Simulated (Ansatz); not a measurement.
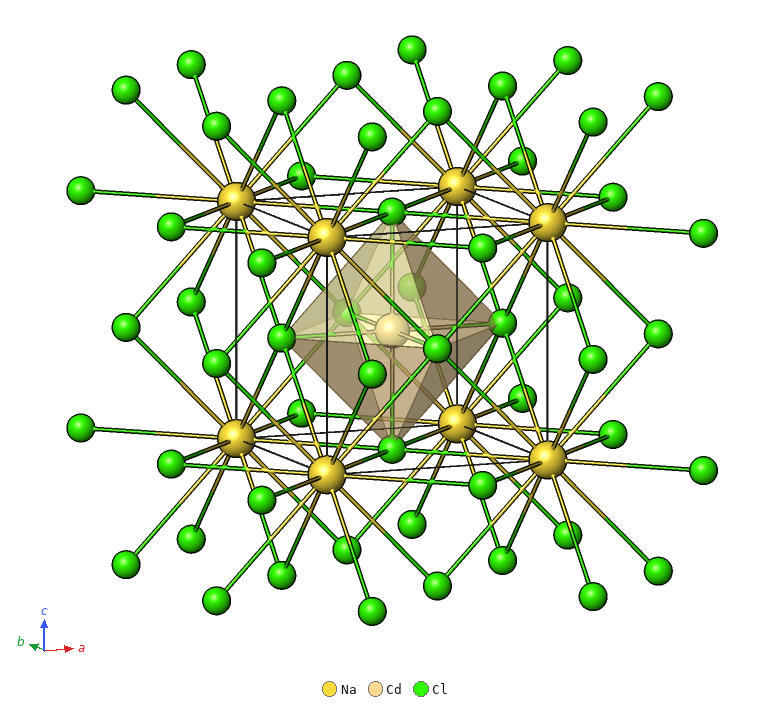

Polyhedral drawing of the structure, looking slightly off an axis. One unit cell is framed, with atoms on its boundary repeated. Some atoms of the next cells are drawn as well.

NaCdCl3, a = 5.141 Å, b = 5.141 Å, c = 5.182 Å, α = 90.00°, β = 90.00°, γ = 90.00°. Strictly the space group is P4/mmm (No. 123, within 0.01 Å). It is a distorted form of a primitive cubic structure, space group Pm-3m (No. 221) within 0.25 Å: cubic perovskite. The structure comes from a structure type filled with these elements by a generator (whether the compound takes this form wasn't checked). The cell was then strained or its atoms displaced on purpose. It went into a calculation with Ansatz.

This one geometry was computed with Ansatz (DFT, plane waves, PAW) at three levels of theory: HSE06, PBE and r2SCAN. It was relaxed with r2SCAN and then strained.

Q: How does the band gap change with the level of theory?

A: PBE: a gap of 1.89 eV, indirect; r2SCAN: a gap of 2.59 eV, indirect; HSE06: a gap of 3.26 eV, indirect.

Q: Collect the results in a table.

A:
| level | cutoff (eV) | k-mesh of the run's cell | gap (eV) | pressure (GPa) |
| --- | --- | --- | --- | --- |
| HSE06 | 420 | 4×4×4 | 3.26 | 0.6 |
| PBE | 420 | 6×6×6 | 1.89 | 1.2 |
| r2SCAN | 500 | 6×6×6 | 2.59 | 0.3 |

Gaps are taken on the k-mesh or band path of each run.
